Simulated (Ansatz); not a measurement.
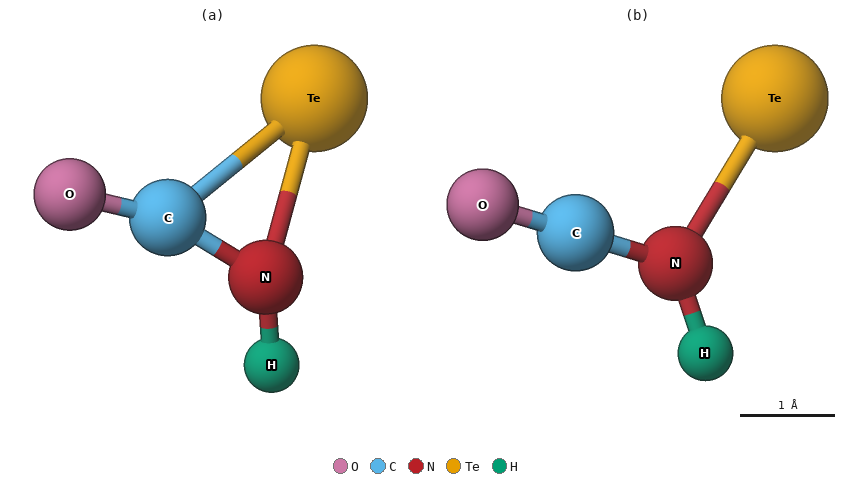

The structure of CHNOTe before (left) and after (right) a relaxation, at one scale.

The picture is a ball-and-stick view, seen at a tilt.

The run prepares the start of a later molecular dynamics calculation, from a guessed geometry.

Computed with RKS PBE0/def2-SVP (Ansatz 0.2.0). Settings: no spin polarisation; force threshold 0.02 eV/Å; at most 40 steps.

Q: Summarise the run.

A: Over 11 accepted moves (14 points after the start) the energy falls by 0.187 eV. The largest force component goes from 1.7 to 0.018 eV/Å. The line search rejected the trial steps at points 7, 10, 12 of the run. The Te atom moves most after the best rigid fit: 0.41 Å. Largest moves by element: Te 0.41 Å, N 0.30 Å, C 0.26 Å, O 0.23 Å, H 0.18 Å. Some distances before and after: C–Te 2.306 → 2.904 Å, N–Te 2.171 → 2.219 Å, H–N 1.003 → 1.019 Å, C–N 1.255 → 1.241 Å. Among the angles between lasting bonds that change: C–N–Te 79.7° → 110.9°, O–C–N 159.4° → 179.8°, Te–N–H 133.1° → 126.2°.
